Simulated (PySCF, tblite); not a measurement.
# C7H11ClSi2: geometry, infrared bands and NMR shifts

What infrared bands and NMR shifts should C7H11ClSi2 (`CC#C[C@H]1[SiH2][SiH2]CC=C1Cl`) show?

Programs: tblite 0.8.0 and PySCF 2.14.0, with density-fitted response routines of our own. Each step states its level of theory. These are calculated values for one molecule in the gas phase, unless marked as measured. Atoms are numbered from 0 throughout.

## Step 1: The starting structure

21 atoms, charge 0, multiplicity 1; geometry from: force field or distance geometry start.

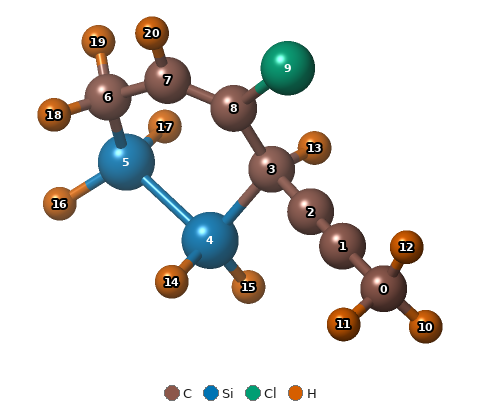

The starting geometry (carbon brown, silicon blue, chlorine teal, hydrogen orange), atoms numbered.

## Step 2: Optimising the geometry with GFN2-xTB

Job settings and geometry (Å):

```
{"job": {"kind": "relax", "xc": "GFN2-xTB", "basis": "xTB"}, "charge": 0, "multiplicity": 1}
C      4.082500     0.283500    -0.812200
C      2.701600    -0.051500    -0.409500
C      1.580200    -0.351900    -0.035300
C      0.224100    -0.713600     0.386300
Si    -0.294000     0.694700     1.494600
Si    -2.538000     0.410400     1.412100
C     -2.772400     0.147900    -0.388200
C     -1.725800    -0.507700    -1.159900
C     -0.521800    -0.869200    -0.866300
Cl     0.401100    -1.664500    -2.178100
H      4.794700     0.171000     0.019300
H      4.131300     1.351500    -1.137600
H      4.303200    -0.336800    -1.678900
H      0.277300    -1.669100     0.976100
H      0.039100     1.939600     0.802900
H      0.211100     0.593700     2.859700
H     -3.239500     1.590200     1.951200
H     -2.857900    -0.786900     2.233100
H     -3.118800     1.116000    -0.815700
H     -3.633900    -0.582900    -0.430500
H     -2.053000    -0.747500    -2.223600
```

Run with:

```bash
OMP_NUM_THREADS=1 python probes_run.py task.json out
```

One launch serves the whole session: the jobs run in the order shown.

**Question.** This job is followed by: GFN2-xTB harmonic vibrations, gas phase; GIAO PBE0/pcSseg-1 NMR shielding, non-relativistic, gas phase. Predict these results of the whole session: strongest single infrared mode (GFN2-xTB); zero-point energy (GFN2-xTB); ¹³C shifts against TMS (PBE0/pcSseg-1); ¹H shifts against TMS (PBE0/pcSseg-1, means over atoms taken as alike); ²⁹Si shifts against TMS (PBE0/pcSseg-1); ³⁵Cl shifts against HCl (PBE0/pcSseg-1); surface potential, least and greatest.

The runs gave:

```
                                                              quantity                                                     value
                             strongest single infrared mode (GFN2-xTB)                                     2213 cm⁻¹, 679 km/mol
                                          zero-point energy (GFN2-xTB)                                             92.0 kcal/mol
                                ¹³C shifts against TMS (PBE0/pcSseg-1)             141.3, 133.5, 87.2, 82.0, 24.7, 12.5, 4.7 ppm
¹H shifts against TMS (PBE0/pcSseg-1, means over atoms taken as alike)  6.23, 4.01, 4.00, 3.99, 3.67, 3.46, 2.41, 2.12, 2.00 ppm
                               ²⁹Si shifts against TMS (PBE0/pcSseg-1)                                          -69.7, -82.7 ppm
                               ³⁵Cl shifts against HCl (PBE0/pcSseg-1)                                                   292 ppm
                                 surface potential, least and greatest                                        -0.83 V and 1.09 V
```

**Reading.** Over 217 steps the energy fell by 0.971 eV; of the close pairs, Si5–C6 changed most, 1.834 to 1.921 Å. No mode is imaginary among the 57: a minimum at this level. The strongest single mode, at 2213 cm⁻¹, moves mainly H16 and H15. Unscaled tight-binding wavenumbers are off by several per cent, some by more. Its intensities can rank the bands wrongly. The most deshielded hydrogen is H20 (hydrogen on an alkene CH), at 6.23 ppm: olefinic region. At PBE0/pcSseg-1: The widest tensor belongs to Cl9: span 585 ppm, with a paramagnetic part of -489 ppm. At PBE0/pcSseg-1, counted by nearest atom on the grid, the HOMO lies on C7, C8 about 23 % each; Cl9 18 %, the LUMO on Si4 19 %; Si5 14 %.
